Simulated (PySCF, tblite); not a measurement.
**C2H11B2N3: geometry, infrared bands and NMR shifts**

What infrared bands and NMR shifts should C2H11B2N3 (`BN(C)B(N)NC`) show?

The runs use tblite 0.8.0 and PySCF 2.14.0, with density-fitted response routines of our own; the level of theory stands in each step. All values are computed, except where a source is named. Atoms are numbered from 0 throughout.

## 1. The molecule as given

18 atoms, charge 0, multiplicity 1; geometry from: force field or distance geometry start.

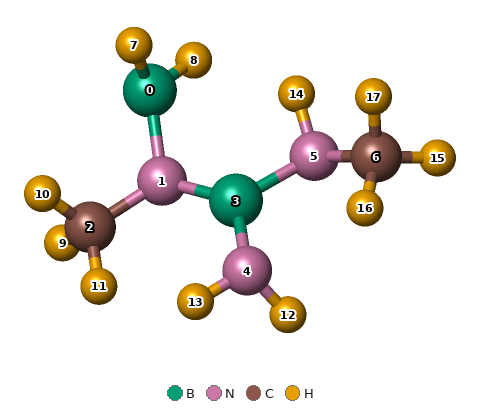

As it starts; boron teal, nitrogen pink, carbon brown, hydrogen amber, atoms numbered; sticks join atoms by distance.

## 2. Geometry optimisation with GFN2-xTB

Job settings and geometry (Å):

```
{"job": {"kind": "relax", "xc": "GFN2-xTB", "basis": "xTB"}, "charge": 0, "multiplicity": 1}
B     -1.194500     1.789100     0.122400
N     -1.178500     0.451400    -0.565000
C     -2.348200    -0.332300    -0.435200
B      0.125700    -0.271100    -0.461600
N      0.360900    -1.758400    -0.403600
N      1.354000     0.580900    -0.758400
C      2.572900    -0.013200    -0.265000
H     -1.092900     1.851500     1.313500
H     -0.641600     2.675600    -0.446800
H     -3.071400     0.037500    -1.221100
H     -2.859300    -0.227100     0.534000
H     -2.236400    -1.416800    -0.609700
H      0.789100    -2.124500    -1.275200
H     -0.450800    -2.346600    -0.217200
H      1.199000     1.490100    -0.229800
H      3.402700     0.253800    -0.929400
H      2.436200    -1.098000    -0.144100
H      2.824200     0.464300     0.715800
```

Launch:

```sh
$ OMP_NUM_THREADS=1 python probes_run.py task.json out
```

This one command runs all jobs of the session in turn.

**Question.** This job is followed by: GFN2-xTB harmonic vibrations, gas phase; GIAO PBE0/pcSseg-1 NMR shielding, non-relativistic, gas phase. What will the session give for the following? strongest single infrared mode (GFN2-xTB); zero-point energy (GFN2-xTB); 13C shifts against TMS (PBE0/pcSseg-1); 1H shifts against TMS (PBE0/pcSseg-1, means over atoms taken as alike); 11B shifts against BF3·OEt2 (PBE0/pcSseg-1); 15N shifts against NH3 (PBE0/pcSseg-1).

As calculated:

```
                                                              quantity                             value
                             strongest single infrared mode (GFN2-xTB)             1465 cm⁻¹, 245 km/mol
                                          zero-point energy (GFN2-xTB)                     93.2 kcal/mol
                                13C shifts against TMS (PBE0/pcSseg-1)                    43.6, 31.1 ppm
1H shifts against TMS (PBE0/pcSseg-1, means over atoms taken as alike)  4.94, 3.22, 2.83, 2.20, 2.10 ppm
                           11B shifts against BF3·OEt2 (PBE0/pcSseg-1)                    39.4, 21.9 ppm
                                15N shifts against NH3 (PBE0/pcSseg-1)             156.6, 63.3, 50.6 ppm
```

**Reading.** The optimisation took 114 steps and gained 2.261 eV; among the close pairs (by a distance rule), B3–N5 changed most, from 1.524 to 1.406 Å. All 48 modes are real, so the xTB geometry is a minimum. The strongest single mode, at 1465 cm⁻¹, is carried by N5, B3, H15, H17. Unscaled tight-binding wavenumbers are off by several per cent, some by more. Its intensities can rank the bands wrongly. At PBE0/pcSseg-1: The largest span, 282 ppm, is at N1, where the paramagnetic term is -214 ppm.
